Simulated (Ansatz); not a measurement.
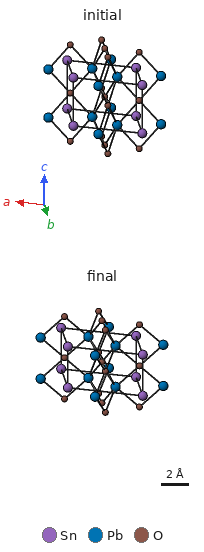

The structure of a crystal of SnPb2O3 (a generated structure, set up in P6/mmm) before (top) and after (bottom) a relaxation, at one scale.

A ball-and-stick model of the cell of the calculation, seen from a free direction.

Theory: Ansatz 0.2.0, DFT PBE, scalar-relativistic, plane waves, PAW.

Input
```yaml
crystal:
  lattice:
    - [5.85481438, 0.0, 0.0]
    - [-2.92740719, 5.07041799, 0.0]
    - [0.0, 0.0, 3.80695039]
  atoms:
    - { symbol: Sn, position: [0.0, 0.0, 0.0] }
    - { symbol: Pb, position: [0.66666667, 0.33333333, 0.0] }
    - { symbol: Pb, position: [0.33333333, 0.66666667, 0.0] }
    - { symbol: O, position: [0.5, 0.0, 0.5] }
    - { symbol: O, position: [0.0, 0.5, 0.5] }
    - { symbol: O, position: [0.5, 0.5, 0.5] }
basis:
  ecutwfc: 420
kpoints:
  mp_grid: { grid: [6, 6, 10] }
hamiltonian:
  xc: pbe
scf:
  occupations: { method: gaussian, width: 0.1 }
output:
  forces: true
  stress: true
  eigenvalues: true
  write_density: true
  write_potential: true
  elf: true
  volumetric_format: npy
relax:
  adjacent_minimum: "off"
  f_tol: 0.01
  max_steps: 80
  cell: { stress_tol: 0.05 }
```

Run as
```bash
ansatz run input.yaml --threads 1 --pin off --max-ram 2560MiB --backend cpu --events-out ev --progress --plain --runs-dir out
```

Q: Describe what moved and what it gained.

A: Over 8 accepted moves (11 points after the start) the energy falls by 1.692 eV per cell of the calculation. All forces vanish by symmetry, so only the cell relaxes. The pressure goes from −2.90 to 0.00 GPa. At 3 points the geometry stayed and the basis and grid were re-selected for the new cell (energy shift of 56.4 meV per cell of the calculation at most each time). The atoms keep their places relative to the cell (all moves are under 0.005 Å). The drawn cell changes as follows: a = b 5.855 → 6.369 Å (+8.8 %), c 3.807 → 3.246 Å (−14.7 %); the volume changes by +0.9 %. Among the contacts that change: Pb2–O4 2.546 → 2.452 Å. Among the angles between lasting bonds that change: O4–Pb2–O4 96.8° → 82.9°, Pb2–O6–Pb2 96.8° → 82.9°, Pb2–O6–Pb3 83.2° → 97.1°. The space group stays P6/mmm (No. 191). Cost: 4.9 min on 1 thread of Intel(R) Xeon(R) Processor @ 2.50GHz (Skylake/Cascade Lake), on a shared host, peak memory 0.5 GiB.
